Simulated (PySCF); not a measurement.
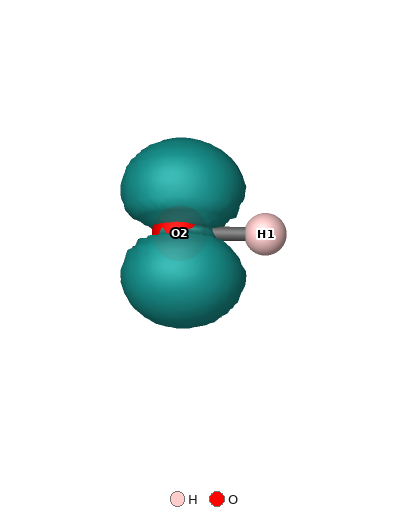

Figure 1: OH (doublet). Isosurfaces of the spin density at +0.08 (teal) and −0.08 e/Å³ (pink), seen from one side.

Method: PBE0/pcseg-2, non-relativistic, at a bond length of 0.971 Å (PySCF 2.14.0).

| atom | x (Å) | y (Å) | z (Å) |
| --- | --- | --- | --- |
| H | 0.0000 | 0.0000 | -0.9134 |
| O | 0.0000 | 0.0000 | 0.0576 |

Which atoms carry the spin?

Answer. The unpaired spin (1 electron) lies mostly on O2 (about 1.0), in electrons by Hirshfeld's partition.
